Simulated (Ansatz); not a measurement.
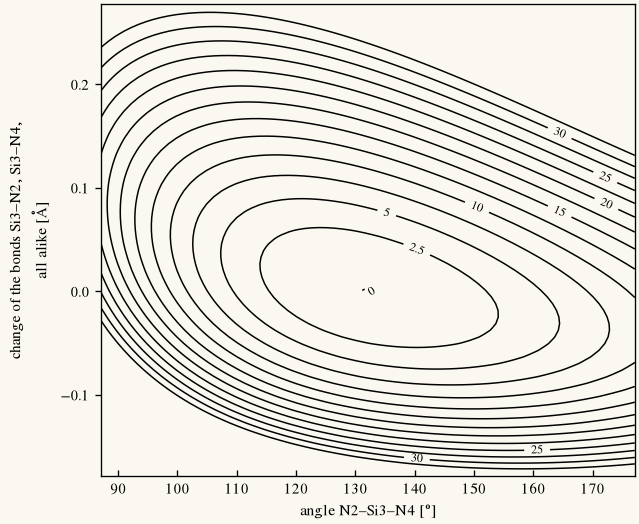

Energy landscape of BH₄N₂Si, SMILES BN=[Si+]N, charge +1. First axis: angle N2–Si3–N4. Second axis: change of the bonds Si3–N2, Si3–N4, all alike. Nothing is relaxed (all other coordinates rigid). The grid has 11 × 11 points. Points are written as (first, second). Energies are in kcal/mol, from the lowest grid point. These are results of RKS PBE0-D4/def2-SVP (Ansatz), not measurements.

Drawn: contour lines labelled in kcal/mol (none above 32.5). Between grid points the surface is interpolated. 

Q: Summarise what can be read from the map.

A: The lowest grid point is at (132.1°, 0.003 Å). It is the only kind of minimum in the scanned range. The highest grid point, (87.1°, −0.179 Å), lies 101.0 kcal/mol above the lowest. Round the minimum the valley is somewhat tilted: raising angle N2–Si3–N4 shifts the best value of the second coordinate downwards (coupling k₁₂/√(k₁₁k₂₂) about 0.4).

The whole map (121 points run) took 17 min on 1 thread of Intel(R) Xeon(R) Processor @ 2.50GHz (Skylake/Cascade Lake), on a shared host.
